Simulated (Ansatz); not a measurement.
# GaW: what a guessed cell relaxes into, part 2 of 2

Aim: relax a trial structure of GaW and see where it ends.

Ansatz 0.2.0; DFT PBE, scalar-relativistic, plane waves, PAW.

### Step 4. Full relaxation

The end of the coarse run is made exact in the group found at a tolerance of 0.06 Å and reduced to its primitive cell.

Input file input.yaml:

```yaml
crystal:
  lattice:
    - [0.0, 2.5662414282, 2.5662414282]
    - [2.5662414282, 0.0, 2.5662414282]
    - [2.5662414282, 2.5662414282, 0.0]
  atoms:
    - { symbol: Ga, position: [0.5, 0.5, 0.5] }
    - { symbol: W, position: [0.0, 0.0, 0.0] }
basis:
  ecutwfc: 420
kpoints:
  mp_grid: { grid: [18, 18, 18] }
hamiltonian:
  xc: pbe
scf:
  occupations: { method: gaussian, width: 0.1 }
output:
  forces: true
  stress: true
  eigenvalues: true
  write_density: true
  write_potential: true
  elf: true
  volumetric_format: npy
relax:
  adjacent_minimum: "off"
  f_tol: 0.01
  max_steps: 80
  cell: { stress_tol: 0.05 }
```

Launch:

```console
$ ansatz run input.yaml --threads 1 --pin off --max-ram 2560MiB --backend cpu --events-out ev --progress --plain --runs-dir out
```

The program printed, shortened:

```text
Warning: RAYON_NUM_THREADS=1 ignored (pool sized by the plan → 1); use --threads N
[...]
Pseudopotentials: kind: paw
Pseudopotential: Ga, paw, valence charge 13, recommended cutoff 420 eV (normal), Ga.paw.azcp
Pseudopotential: W, paw, valence charge 14, recommended cutoff 420 eV (normal), W.paw.azcp
Functional definition: PBE
[...]
Crystal: 2 atoms, lattice volume = 33.800 Å³
Basis set: ecut = 420 eV, 645 PW (Γ), exchange–correlation on 50×50×50 points (8 copies of the dense FFT grid, shifted against one another)
Bands: 18, of which v1, the nominal top of the filled ones, is band 14 counted from 1 (13 counted from 0)
Symmetry: 48 space group operations
Space group: Fm-3m (ITA 225), of the structure as read, at distance tolerance 3.2e-5 Å
k-points: 195 of 5832
[...]
SCF iter   1: F=—  HF=-14165.999951 eV  |F-HF|=—  |Δ(HF+E_count)|=         —  Δρ=3.82e-3  dr2=6.77e-3  ethr=1.77e-3  ⟨swp⟩=5.3  Hψ=17959  notcnv=0
[...]
        0.036438      -0.000000      -0.000000
       -0.000000       0.036438      -0.000000
       -0.000000      -0.000000       0.036438
  P = ⅓ Tr σ = 0.0364 GPa (0.364 kbar)
--- Band table (eV; the first three rows and the last of 195) ---
  k-point 0: bands = ["-58.3315", "-22.5502", "-22.5502", "-22.5502", "1.2510", "1.2510", "1.3758", "1.3758", "1.3758", "5.2410", "14.7945", "14.7945", "14.7945", "15.7430", "15.7430", "20.8339", "20.8339", "20.8339"]
[...]
--- Relaxed structure (2 steps of the walk, 2 accepted, 1 SCFs on fresh bases) ---
  F+E_penalty+E_count = -14165.99885675 eV   max|allowed force component| = 5.259e-30 eV/Å   (the final SCF, on the basis selected at the relaxed cell)
  cell:  # Å, volume = 33.7787 Å³
    - [4.585834829606031e-34, 2.5656919205592055, 2.5656919205592055]
    - [2.5656919205592055, 2.547686016447795e-34, 2.5656919205592055]
    - [2.5656919205592055, 2.5656919205592055, 1.019074406579118e-34]
  atoms:
    - { symbol: Ga, position: [0.5, 0.5, 0.5] }
    - { symbol: W, position: [-1.4853381705944994e-35, 1.0944597046485785e-35, 1.250811091026947e-35] }
```

Wall time 7.8 s (1 thread of AMD EPYC 9R45 (Zen 5), shared host); peak memory 0.45 GiB.

Relaxation path:

| step | E - E(step 1) (eV/cell) | largest force component (eV/Å) | pressure (GPa) | volume (Å³) |
| --- | --- | --- | --- | --- |
| 1 | 0.0000 | 0.0000 | -0.07 | 33.80 |
| 2 | 0.0000 | 0.0000 | 0.04 | 33.78 |
| 3 | 0.0000 | 0.0000 | 0.04 | 33.78 |

Step 1 is the start. Step 3 repeats the geometry before it on a plane-wave basis chosen anew for that cell, so its energy need not be comparable with the rows above.

Lengths and angles in the start's conventional setting:

|  | before | after | change |
| --- | --- | --- | --- |
| a (Å) | 5.132 | 5.131 | 0.0 % |
| b (Å) | 5.132 | 5.131 | 0.0 % |
| c (Å) | 5.132 | 5.131 | 0.0 % |
| volume (Å³/atom) | 16.90 | 16.89 | -0.1 % |
| shortest distance (Å) | 2.566 | 2.566 | 0.0 % |
| space group (0.01 Å) | Fm-3m | Fm-3m | same |

Forces and stress were held to the start's 48 operations: a distortion of lower symmetry was not tested.

Axes a, b and c in the maps are those of this run's conventional cell (a, b, c = 5.131, 5.131, 5.131 Å).

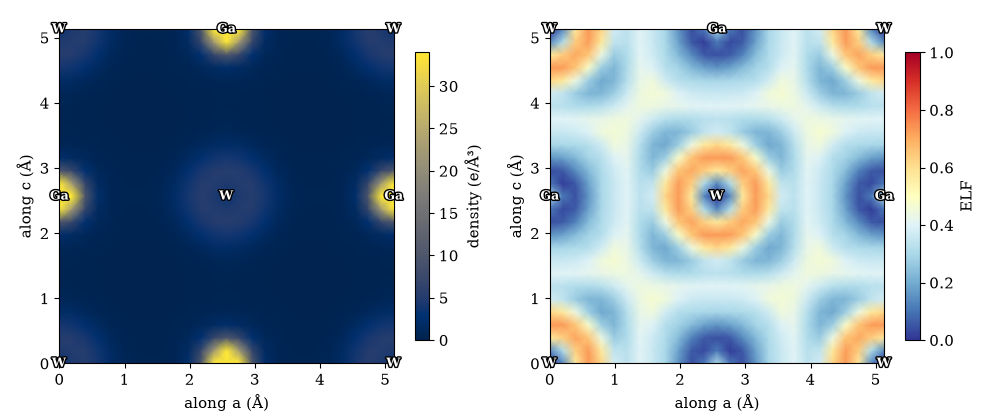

Density (left) and ELF (right) in a lattice plane of the grid's cell (edges 5.13 and 5.13 Å, at 0.000 of the third edge), which holds Ga and W. Only atoms in the plane are labelled; the density scale stops at 33.98 e/Å³. Both are smooth fields of the valence electrons: close to the nuclei they are not physical.

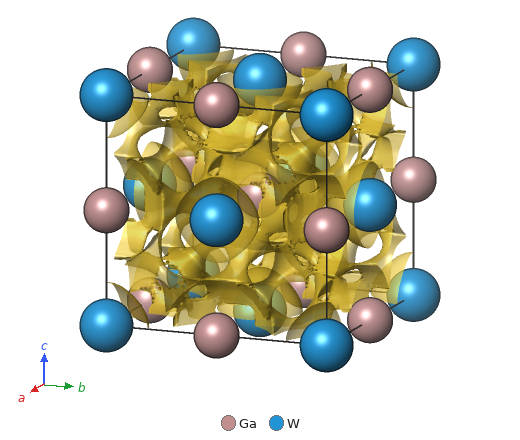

Surface of ELF = 0.41, drawn in one cell.

Outside the cores ELF peaks at 0.47 beside Ga, off the lines to its neighbours, 1.4 Å from Ga.

### Step 5. Variant: mp_grid.grid [22, 22, 22], occupations.method fermi_dirac, occupations.width 0.005

Input file input.yaml:

```yaml
crystal:
  lattice:
    - [0.0, 2.5656919206, 2.5656919206]
    - [2.5656919206, 0.0, 2.5656919206]
    - [2.5656919206, 2.5656919206, 0.0]
  atoms:
    - { symbol: Ga, position: [0.5, 0.5, 0.5] }
    - { symbol: W, position: [0.0, 0.0, 0.0] }
basis:
  ecutwfc: 420
kpoints:
  mp_grid: { grid: [22, 22, 22] }
hamiltonian:
  xc: pbe
scf:
  occupations: { method: fermi_dirac, width: 0.005 }
output:
  forces: true
  eigenvalues: true
  stress: true
```

Launch:

```console
$ ansatz run input.yaml --threads 1 --pin off --max-ram 2560MiB --backend cpu --events-out ev --progress --plain --runs-dir out
```

The program printed, shortened:

```text
Warning: RAYON_NUM_THREADS=1 ignored (pool sized by the plan → 1); use --threads N
[...]
[... 4 set-up lines as earlier in the session ...]
[...]
Crystal: 2 atoms, lattice volume = 33.779 Å³
Basis set: ecut = 420 eV, 645 PW (Γ), exchange–correlation on 50×50×50 points (8 copies of the dense FFT grid, shifted against one another)
Bands: 18, of which v1, the nominal top of the filled ones, is band 14 counted from 1 (13 counted from 0)
[... 2 set-up lines as earlier in the session ...]
k-points: 328 of 10648
[...]
SCF iter   1: F=—  HF=-14165.995191 eV  |F-HF|=—  |Δ(HF+E_count)|=         —  Δρ=3.84e-3  dr2=6.93e-3  ethr=1.77e-3  ⟨swp⟩=6.0  Hψ=27357  notcnv=0
[...]
SCF iter   7: F=-14165.994634 eV  HF=-14165.994634 eV  |F-HF|=2.91e-10  |Δ(HF+E_count)|=  8.09e-10  Δρ=4.22e-6  dr2=5.07e-9  ethr=3.70e-10  ⟨swp⟩=5.4  Hψ=20566  notcnv=0
[...]
SCF converged after 7 iterations
Free energy (F): -14165.994634 eV
[...]
E sigma→0 (E₀):  -14165.994549 eV
Entropy (-TS):   -0.000171 eV (-0.085 meV/atom)
Fermi energy:    16.106560 eV
[...]
--- Forces (eV/Å), atoms counted from 1 ---
  atom   1  Ga     0.00000000    -0.00000000    -0.00000000
  atom   2  W     -0.00000000     0.00000000    -0.00000000
[...]
--- Stress (GPa, compression-positive) ---
        0.021286       0.000000       0.000000
       -0.000000       0.021286      -0.000000
        0.000000       0.000000       0.021286
  P = ⅓ Tr σ = 0.0213 GPa (0.213 kbar)
--- Band table (eV; the first three rows and the last of 328) ---
  k-point 0: bands = ["-58.3329", "-22.5513", "-22.5513", "-22.5513", "1.2517", "1.2517", "1.3765", "1.3765", "1.3765", "5.2411", "14.7940", "14.7940", "14.7940", "15.7425", "15.7425", "20.8340", "20.8340", "20.8340"]
[...]
```

Run time: 3.9 s. Hardware: 1 thread of AMD EPYC 9R45 (Zen 5), shared host; peak memory 0.48 GiB.

| run | ending | energy change | pressure (GPa) | gap (eV) | force (eV/Å) | cycles | time |
| --- | --- | --- | --- | --- | --- | --- | --- |
| step 4 | converged | 0 | 0.0 | 0.00 | 0.00 | - | 7.8 s |
| variant | converged | 0.0 meV/atom (σ→0) | 0.0 | 0.00 | 0.00 | 7 | 3.9 s |

Changing the k-point mesh and smearing leaves the energy as it was (0.0 meV/atom).

### Step 6. Outcome

This closing draws on all 2 parts. Changes of volume or cell count from the first structure of part 1.

| quantity | value |
| --- | --- |
| symmetry at the end (tolerance 0.05 Å) | space group Fm-3m (No. 225) |
| conventional cell | a = 5.131 Å, b = 5.131 Å, c = 5.131 Å, α = 90.00°, β = 90.00°, γ = 90.00° |
| volume | 16.89 Å³/atom |
| energy over the elements | +0.93 eV/atom |
| gap on the mesh | none (metal) |

The space group Fm-3m (No. 225) is kept, and the volume per atom shrinks by 8.9 % from the first guess. With a positive formation energy it can't be a ground state. No finished test with a distortion of lower symmetry is shown, so the end may be a saddle point. Spin-orbit coupling is left out for W.
